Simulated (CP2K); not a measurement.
# triplet BNH6: levels of theory compared

We compute a comparison of 4 runs (UHF/STO-3G, AM1, PM3, PM6) of triplet BNH6. 

Program for the calculation: CP2K 2026.2.

4 further runs of the same task are left out: 2 that didn't finish, 2 set aside as unsound or not needed.

**1. The system as given**

BNH6: 8 atoms, total charge 0, spin state triplet. SMILES of the parent species: `[BH3-][NH3+]`. The coordinates come from a PBE0-D4/def2-TZVP relaxation. That shape belongs to the parent species and isn't relaxed for this state.

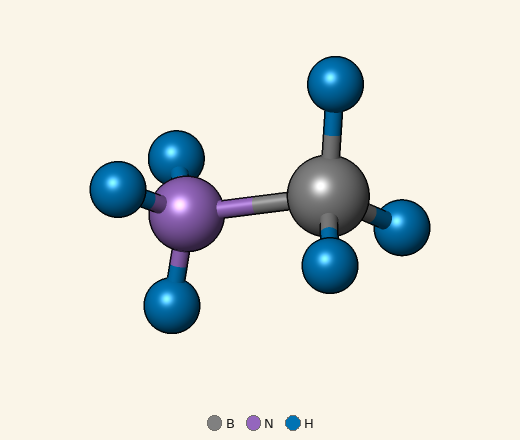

Viewed from a chosen angle; boron grey, nitrogen purple, hydrogen blue.

**2. A single-point energy at UHF/STO-3G (run 1)**

molecule.inp

```
&GLOBAL
  PROJECT_NAME molecule
  RUN_TYPE ENERGY
  PRINT_LEVEL MEDIUM
&END GLOBAL
&FORCE_EVAL
  METHOD Quickstep
  &DFT
    BASIS_SET_FILE_NAME ./sto_3g.basis
    POTENTIAL_FILE_NAME POTENTIAL
    MULTIPLICITY 3
    UKS T
    ! Quickstep
    &QS
      METHOD GAPW
      EPS_DEFAULT 1.0E-10
    &END QS
    &MGRID
      CUTOFF 280
      REL_CUTOFF 50
      NGRIDS 4
    &END MGRID
    ! no periodic images
    &POISSON
      PERIODIC NONE
      POISSON_SOLVER MULTIPOLE
    &END POISSON
    ! SCF settings
    &SCF
      SCF_GUESS ATOMIC
      EPS_SCF 1.0E-06
      MAX_SCF 50
      &OT
        MINIMIZER DIIS
        PRECONDITIONER FULL_ALL
      &END OT
      &OUTER_SCF
        EPS_SCF 1.0E-06
        MAX_SCF 5
      &END OUTER_SCF
    &END SCF
    &XC
      &XC_FUNCTIONAL NONE
      &END XC_FUNCTIONAL
      &HF
        FRACTION 1
        &SCREENING
          EPS_SCHWARZ 1.0E-10
        &END SCREENING
        &MEMORY
          MAX_MEMORY 1050
        &END MEMORY
      &END HF
    &END XC
    &PRINT
      &MOMENTS
        PERIODIC F
        REFERENCE COM
        MAX_MOMENT 1
      &END MOMENTS
      &MO_CUBES
        NLUMO 1
        NHOMO -1
        WRITE_CUBE F
      &END MO_CUBES
      &LOWDIN ON
      &END LOWDIN
      &HIRSHFELD OFF
      &END HIRSHFELD
    &END PRINT
  &END DFT
  ! structure
  &SUBSYS
    &CELL
      ABC 9.5 9.1 9.9
      PERIODIC NONE
    &END CELL
    &COORD
      B      4.646700     4.735750     4.215750
      N      5.044500     4.229850     5.722850
      H      4.759800     3.756550     3.510150
      H      3.505400     5.134650     4.303950
      H      5.442400     5.611550     3.952750
      H      4.978800     4.991950     6.389850
      H      5.994600     3.873650     5.746450
      H      4.424000     3.488450     6.031650
    &END COORD
    &KIND B
      BASIS_SET STO-3G
      POTENTIAL ALL
      LEBEDEV_GRID 194
      RADIAL_GRID 100
    &END KIND
    &KIND N
      BASIS_SET STO-3G
      POTENTIAL ALL
      LEBEDEV_GRID 194
      RADIAL_GRID 100
    &END KIND
    &KIND H
      BASIS_SET STO-3G
      POTENTIAL ALL
      LEBEDEV_GRID 194
      RADIAL_GRID 100
    &END KIND
  &END SUBSYS
&END FORCE_EVAL
```

On the command line:

```bash
OMP_NUM_THREADS=1 cp2k.psmp molecule.inp > molecule.out
```

What it wrote:

```text
CP2K| version string:                                       CP2K version 2026.2
[...]
 GLOBAL| Method name                                                        CP2K
[...]
 GLOBAL| Run type                                                         ENERGY
[...]
 DFT| Spin unrestricted (spin-polarized) Kohn-Sham calculation               UKS
 DFT| Multiplicity                                                             3
[...]
 DFT| Charge                                                                   0
[...]
 QS| Method:                                                                GAPW
[...]
 QS| Density cutoff [a.u.]:                                                140.0
[...]
 QS| Relative density cutoff [a.u.]:                                        25.0
[...]
                             - Atoms:                                          8
[...]
                             - Spherical basis functions:                     16
[...]
 Number of electrons:                                                         10
[...]
     1 OT DIIS     0.15E+00    0.8     0.54006002       -69.5677957325 -6.96E+01
[...]
    40 OT DIIS     0.15E+00    0.7     0.00000075       -81.0758712827 -1.73E-09
  *** SCF run converged in    40 steps ***
[...]
  Overlap energy of the core charge distribution:               0.00001125860022
  Self energy of the core charge distribution:                -72.51475830520786
  Core Hamiltonian energy:                                     -8.95092972988999
  Hartree energy:                                              28.53070832138106
  Exchange-correlation energy:                                  0.00000000000000
  Hartree-Fock Exchange energy:                               -12.79275502128051
[...]
  Dipole moment [Debye]
    X=  0.1095604E+01 Y= -0.2656318E+01 Z=  0.2444907E+01  Total=      3.7727905
[...]
 HOMO - LUMO gap [eV] :    9.760181
 ENERGY| Total FORCE_EVAL ( QS ) energy [hartree]            -81.075871282673887
[...]
```

It took 65 s on 1 thread of Intel Xeon Platinum 8259CL at 2.50GHz (Skylake/Cascade Lake), shared host; peak memory 0.52 GiB.

**3. A single-point energy at AM1 (run 2)**

molecule.inp

```
&GLOBAL
 PROJECT_NAME molecule
 RUN_TYPE ENERGY
 PRINT_LEVEL MEDIUM
&END

&FORCE_EVAL
 METHOD Quickstep
 &DFT
  MULTIPLICITY 3
  UKS T
  # Quickstep
  &QS
   METHOD AM1
   EPS_DEFAULT 1.0E-10
   &SE
    &COULOMB
     CUTOFF [angstrom] 50
     RC_RANGE [angstrom] 0
    &END
    &EXCHANGE
     CUTOFF [angstrom] 50
     RC_RANGE [angstrom] 0
    &END
   &END
  &END
  # no periodic images
  &POISSON
   PERIODIC NONE
   POISSON_SOLVER ANALYTIC
  &END
  &SCF
   SCF_GUESS ATOMIC
   EPS_SCF 1.0E-07
   MAX_SCF 40
   &OT
    MINIMIZER CG
    PRECONDITIONER FULL_SINGLE_INVERSE
    LINESEARCH 3PNT
   &END
   &OUTER_SCF
    EPS_SCF 1.0E-07
    MAX_SCF 10
   &END
  &END
  &PRINT
   &MOMENTS
    PERIODIC F
    REFERENCE COM
    MAX_MOMENT 1
   &END
   &MO_CUBES
    NLUMO 1
    NHOMO -1
    WRITE_CUBE F
   &END
   &HIRSHFELD OFF
   &END
  &END
 &END
 &SUBSYS
  &CELL
   ABC 18.5 18.1 18.9
   PERIODIC NONE
  &END
  &COORD
   SCALED T
   B    0.49441622   0.51026243   0.46115079
   N    0.51591892   0.48231215   0.54089153
   H    0.50052973   0.45616298   0.42381746
   H    0.43272432   0.53230110   0.46581746
   H    0.53742703   0.55864917   0.44723545
   H    0.51236757   0.52441713   0.57618254
   H    0.56727568   0.46263260   0.54214021
   H    0.48237838   0.44135083   0.55723016
  &END
 &END
&END
```

On the command line:

```bash
OMP_NUM_THREADS=1 cp2k.psmp -i molecule.inp > molecule.out 2>&1
```

What it wrote:

```text
CP2K| version string:                                       CP2K version 2026.2
[...]
 GLOBAL| Method name                                                        CP2K
[...]
 GLOBAL| Run type                                                         ENERGY
[...]
                             - Atoms:                                          8
[...]
                             - Spherical basis functions:                     14
[...]
 Number of electrons:                                                          8
[...]
     1 OT CG       0.64E-01    0.0     0.22982005       -10.1845805483 -1.02E+01
[...]
     2 OT CG       0.15E+00    0.0     0.00000009       -13.0242067484 -1.28E-12
  *** SCF run converged in     2 steps ***
  Core-core repulsion energy [eV]:                            574.54214943779891
  Core Hamiltonian energy [eV]:                              -534.36312741158054
  Two-electron integral energy [eV]:                         -789.17142256607974
  Electronic energy [eV]:                                    -928.94883869462035
  Total energy [eV]:                                         -354.40668925682149
  Atomic reference energy [eV]:                               358.84436015030633
  Heat of formation [kcal/mol]:                               102.33513000942690
[...]
 SE_DIPOLE| Moment [Debye]         -0.00938133       0.79117101      -3.30031640
 SE_DIPOLE| Derivative [a.u.]       0.00000000       0.00000000       0.00000000
 *** WARNING in qs_scf_post_se.F:140 :: Printing of MO cube files not ***
 *** implemented for Semi-Empirical method.                           ***
 ENERGY| Total FORCE_EVAL ( QS ) energy [hartree]            -13.024206748361713
[...]
```

It took 4.2 s on 1 thread of Intel Xeon Platinum 8259CL at 2.50GHz (Skylake/Cascade Lake), shared host; peak memory 0.19 GiB.

Run 3 isn't shown in full; the table further down has it.

**4. A single-point energy at PM6 (run 4)**

calc.inp

```
&FORCE_EVAL
 METHOD Quickstep
 &DFT
  CHARGE 0
  MULTIPLICITY 3
  SPIN_POLARIZED T
  &QS
   METHOD PM6
   EPS_DEFAULT 1.0E-10
   &SE
    &COULOMB
     CUTOFF [angstrom] 50
     RC_RANGE [angstrom] 0
    &END COULOMB
    &EXCHANGE
     CUTOFF [angstrom] 50
     RC_RANGE [angstrom] 0
    &END EXCHANGE
   &END SE
  &END QS
  &POISSON
   PERIODIC NONE
   POISSON_SOLVER ANALYTIC
  &END POISSON
  &SCF
   SCF_GUESS ATOMIC
   EPS_SCF 1.0E-07
   MAX_SCF 50
   &OT ON
    MINIMIZER CG
    PRECONDITIONER FULL_SINGLE_INVERSE
   &END OT
   &OUTER_SCF
    EPS_SCF 1.0E-07
    MAX_SCF 5
   &END OUTER_SCF
  &END SCF
  &PRINT
   &MOMENTS
    PERIODIC F
    REFERENCE COM
    MAX_MOMENT 1
   &END MOMENTS
   &MO_CUBES
    NLUMO 3
    NHOMO -1
    WRITE_CUBE F
   &END MO_CUBES
   &HIRSHFELD OFF
   &END HIRSHFELD
  &END PRINT
 &END DFT
 &SUBSYS
  &CELL
   ABC [angstrom] 12.5 12.1 12.9
   PERIODIC NONE
  &END CELL
  &COORD
   UNIT bohr
   B     -0.3615046     0.4739433    -1.4652936
   N      0.3902284    -0.4820691     1.3827126
   H     -0.1477766    -1.3764765    -2.7986844
   H     -2.5182490     1.2277551    -1.2986198
   H      1.1421505     2.1289655    -1.9622916
   H      0.2660734     0.9580911     2.6431599
   H      2.1856572    -1.1551896     1.4273101
   H     -0.7823466    -1.8831121     1.9662600
  &END COORD
  &TOPOLOGY
   &CENTER_COORDINATES
   &END CENTER_COORDINATES
  &END TOPOLOGY
 &END SUBSYS
&END FORCE_EVAL

&GLOBAL
 PROJECT calc
 RUN_TYPE ENERGY
 PRINT_LEVEL MEDIUM
&END GLOBAL
```

On the command line:

```bash
OMP_NUM_THREADS=1 cp2k.psmp -i calc.inp > calc.out 2>&1
```

What it wrote:

```text
CP2K| version string:                                       CP2K version 2026.2
[...]
 GLOBAL| Method name                                                        CP2K
[...]
 GLOBAL| Run type                                                         ENERGY
[...]
                             - Atoms:                                          8
[...]
                             - Spherical basis functions:                     14
[...]
 Number of electrons:                                                          8
[...]
     1 OT CG       0.80E-01    0.0     0.21607258        -8.6298652502 -8.63E+00
[...]
    28 OT CG       0.61E+00    0.0     0.00000008       -11.4583790362 -1.65E-12
  *** SCF run converged in    28 steps ***
  Core-core repulsion energy [eV]:                            567.23851051345343
  Core Hamiltonian energy [eV]:                              -478.21290695882038
  Two-electron integral energy [eV]:                         -801.64790776526638
  Electronic energy [eV]:                                    -879.03686084145363
  Total energy [eV]:                                         -311.79835032800014
  Atomic reference energy [eV]:                               316.31066665030636
  Heat of formation [kcal/mol]:                               104.05649462757775
[...]
 SE_DIPOLE| Moment [Debye]          0.24460955       0.52971533      -2.59159868
 SE_DIPOLE| Derivative [a.u.]       0.00000000       0.00000000       0.00000000
 *** WARNING in qs_scf_post_se.F:140 :: Printing of MO cube files not ***
 *** implemented for Semi-Empirical method.                           ***
 ENERGY| Total FORCE_EVAL ( QS ) energy [hartree]            -11.458379036201631
[...]
```

Run time: 3.3 s. Hardware: 1 thread of Intel Xeon Platinum 8259CL at 2.50GHz (Skylake/Cascade Lake), shared host; peak memory 0.18 GiB.

**5. All runs side by side**

```tsv
run	level	scheme	SCF convergence threshold	energy (Eh)	dipole moment (D)	wall time
1	UHF/STO-3G	GAPW	1e-06	-81.075871	3.77	65 s
2	AM1	–	1e-07	-13.024207	3.39	4.2 s
3	PM3	–	1e-07	-11.339686	2.16	3.6 s
4	PM6	–	1e-07	-11.458379	2.66	3.3 s
```

**6. Results**

| quantity | value |
| --- | --- |
| run 4: total energy | -11.45838 Eh |
| run 4: dipole moment | 2.66 D |
| run 4: heat of formation | 104.1 kcal/mol |

The dipole moment (its size) runs from 2.16 D (PM3) to 3.77 D (UHF/STO-3G). The two ends differ in method and basis and Hamiltonian. In run 1 the basis is minimal, so the values are rough. Force-field and semi-empirical energies have zeros of their own, so their totals don't compare. All runs together took 76 s, the longest 65 s.
